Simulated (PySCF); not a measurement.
# C₅H₁₃N (n-ethylpropylamine): what the fields show

Input file:

```
{"job": {"kind": "nmr", "xc": "PBE0", "basis": "pcSseg-1"}, "charge": 0, "multiplicity": 1}
C     -2.324677     0.995201    -0.440912
C     -1.999371    -0.480444    -0.250123
C     -0.567898    -0.797487    -0.675762
N      0.379126    -0.065940     0.141489
C      1.764137    -0.313596    -0.203623
C      2.684724     0.472487     0.719077
H     -3.316228     1.222962    -0.056790
H     -2.293647     1.255721    -1.496086
H     -1.592106     1.602405     0.082947
H     -2.125440    -0.748866     0.801733
H     -2.687999    -1.093314    -0.835444
H     -0.416722    -0.483399    -1.713774
H     -0.402505    -1.891497    -0.630979
H      0.228154    -0.297505     1.120289
H      1.908240     0.017407    -1.237285
H      2.022434    -1.388931    -0.160223
H      3.721519     0.338650     0.422373
H      2.572375     0.136056     1.747874
H      2.436081     1.529339     0.672920
```

Run with:

```sh
OMP_NUM_THREADS=1 python probes_run.py task.json out
```

Geometry: GFN2-xTB.

Theory: PBE0/pcSseg-1, SCF density, gas phase, non-relativistic (PySCF).

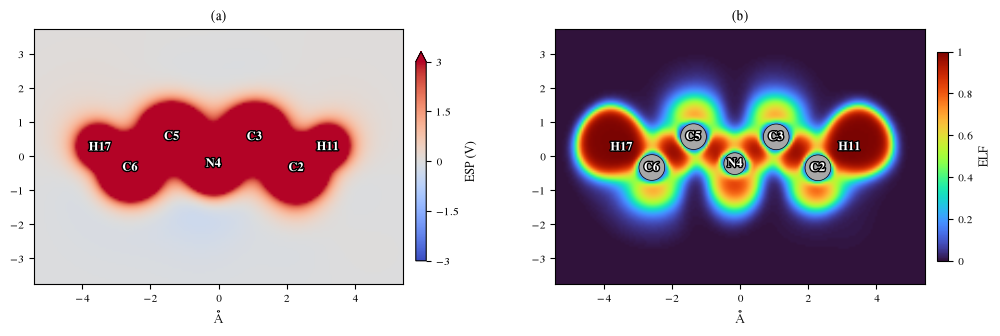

Figure 1. (a) electrostatic potential; (b) ELF on the plane of atoms C5, C6 and H17. Grey discs cover the atomic cores in the ELF map.

### What does the map show?

Atoms in the plane: C, N and H. C–N (1.45 Å): the ELF peaks at about 0.95 between the atoms, as expected for localised, covalent bonding. C–C (1.52 Å): the ELF peaks at about 0.95 between the atoms: a shared electron pair. C–H (1.09 Å): the ELF climbs to about 1 towards the hydrogen, as it does in any bond to H; an ordinary covalent bond to hydrogen. Outside the dense part of the molecule the potential is most negative (−0.4 V) near H14, which lies off the plane.

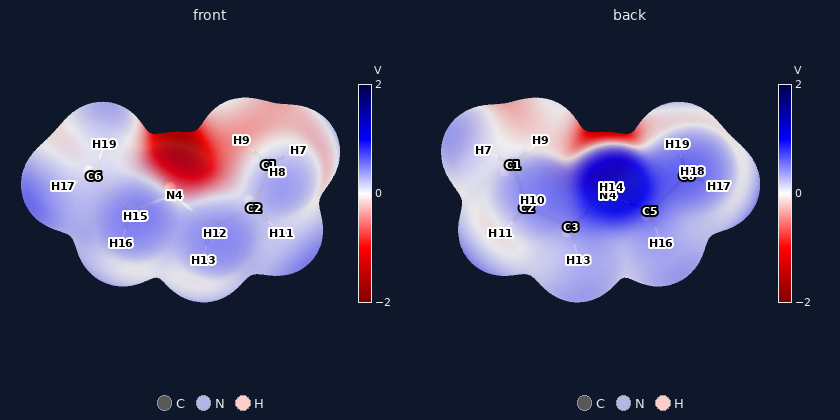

Figure 2. The molecular electrostatic potential painted on the density surface at 0.002 e/bohr³, seen from the front and from behind; red is negative and blue positive.

### Which sites attract a positive test charge, and which a negative one?

A positive charge is drawn to the negative regions and a negative charge to the positive ones. The most negative region (about −1.5 V) lies over N4, the most positive (about +1.2 V) over H14. N4 is the likeliest acceptor of a hydrogen bond.

### How polar is the molecule by this calculation?

Its dipole moment is 0.95 D.

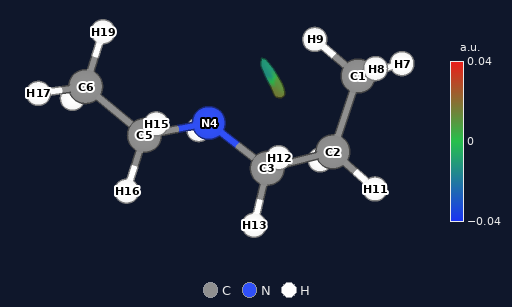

Figure 3. Non-covalent interaction (NCI) plot: the surface where the reduced density gradient is 0.5, for densities under 0.05 a.u., coloured by sign(λ₂)ρ; seen at a tilt.

### Which non-covalent interactions does the plot reveal?

Between H9 and C1 on one side and N4 and C3 on the other: a weak contact, attractive (blue-green) on one side and crowded (olive to red) on the other.
